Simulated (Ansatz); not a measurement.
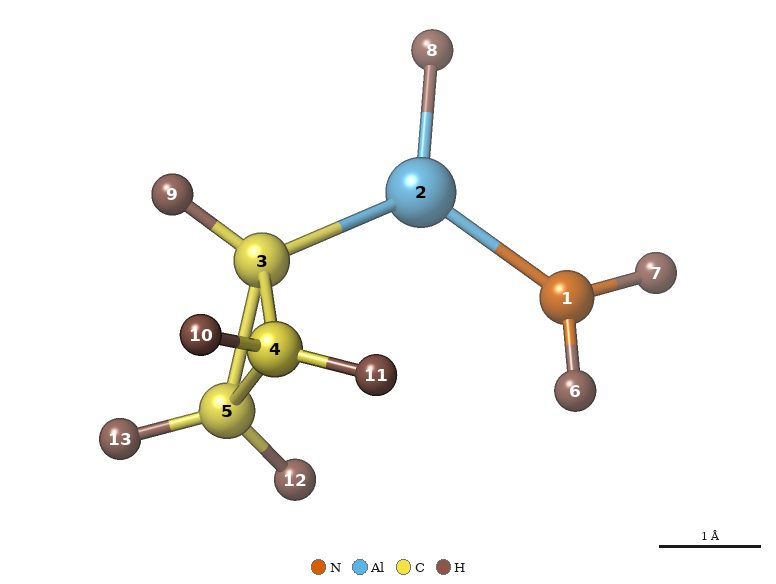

Orthographic view. Atoms fade into the background with distance from the viewer. The computed structure is the end point of a PBE-D4/def2-SVP optimisation. No frequency run is at hand to confirm it as a minimum.

Give the geometry as a Z-matrix, atoms in numerical order, with these reference atoms: 2 to 1; 3 to 2, 1; 4 to 3, 2, 1; 5 to 4, 3, 2; 6 to 1, 2, 3; 7 to 1, 6, 2; 8 to 2, 1, 7; 9 to 3, 4, 5; 10 to 4, 5, 3; 11 to 4, 10, 5; 12 to 5, 4, 10; 13 to 5, 12, 4.

```
N  
Al   1   1.789
C    2   1.951   1   117.4
C    3   1.531   2   121.0   1    33.8
C    4   1.499   3    60.8   2  -109.2
H    1   1.023   2   126.1   3     0.0
H    1   1.023   6   109.2   2  -179.9
H    2   1.600   1   116.9   7    -0.1
H    3   1.105   4   113.5   5   104.1
H    4   1.102   5   118.1   3   107.8
H    4   1.104  10   113.3   5  -145.2
H    5   1.104   4   118.5  10  -143.4
H    5   1.102  12   113.4   4  -145.1
```
